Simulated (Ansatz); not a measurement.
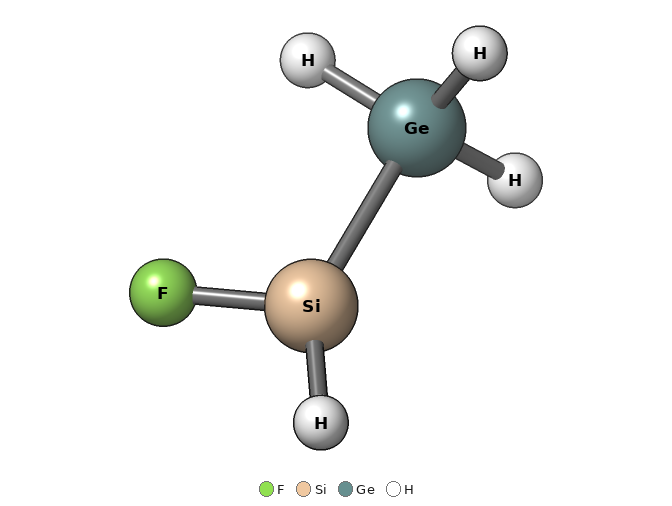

The species has charge +1 and is a spin singlet. Geometry: atoms displaced at random (about 0.07 Å) from a stationary point of GFN2-xTB. Properties computed with RKS PBE0-D4/def2-TZVPP (Ansatz 0.2.0).

Question: Give the HOMO energy (Kohn–Sham orbital) at this level.

Answer: −14.88 eV.

Question: What is the HOMO–LUMO gap?

Answer: 5.74 eV.

Question: What is the dispersion correction?

Answer: −8.6 kJ/mol.
